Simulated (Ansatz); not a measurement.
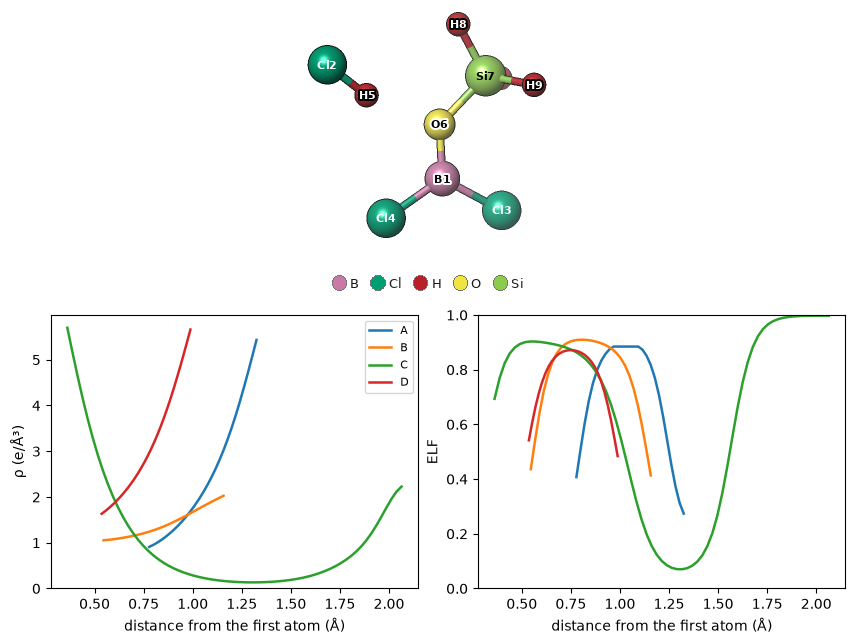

*BCl$_{2}$H$_{3}$OSi···HCl. Total electron density and electron localisation function along straight lines between neighbouring atoms. The curves leave out the atomic cores. The structure is drawn too.*

The product side of a reaction path; geometry: PBE0-D4/def2-TZVP.

All numbers below come from RKS PBE0-D4/def2-TZVPP in Ansatz 0.2.0.

```yaml
atoms:
  - { symbol: B, position_ang: [-1.3403, 0.6868, -0.3993] }
  - { symbol: Cl, position_ang: [-0.4146, -2.1392, 2.5270] }
  - { symbol: Cl, position_ang: [-1.2552, 1.8386, -1.7255] }
  - { symbol: Cl, position_ang: [-2.8741, 0.3807, 0.3776] }
  - { symbol: H, position_ang: [-0.5548, -1.2696, 1.5885] }
  - { symbol: O, position_ang: [-0.2455, 0.0405, 0.0242] }
  - { symbol: Si, position_ang: [1.3507, 0.1105, -0.5026] }
  - { symbol: H, position_ang: [2.0799, -0.8350, 0.3663] }
  - { symbol: H, position_ang: [1.4047, -0.3069, -1.9212] }
  - { symbol: H, position_ang: [1.8495, 1.4936, -0.3352] }
```

Which curve belongs to which contact (B–Cl, B–O, O–H and Si–O)? The first atom named is at distance zero.

Curve A: Si–O (1.68 Å): ρ at the midpoint is about 1.1 e/Å³; the ELF peaks at about 0.90 between the atoms, as expected for a polar covalent bond. Curve B: B–Cl (1.75 Å): the density is about 1.4 e/Å³ at the midpoint; the ELF peaks at about 0.90 between the atoms: a polar covalent bond. Curve C: O6···H5 (2.06 Å): the density falls to about 0.13 e/Å³ on the way; the ELF dips to about 0.05 between them. Curve D: B–O (1.34 Å): ρ at the midpoint is about 2.2 e/Å³; the ELF peaks at about 0.85 between the atoms (a short, strongly polar bond).
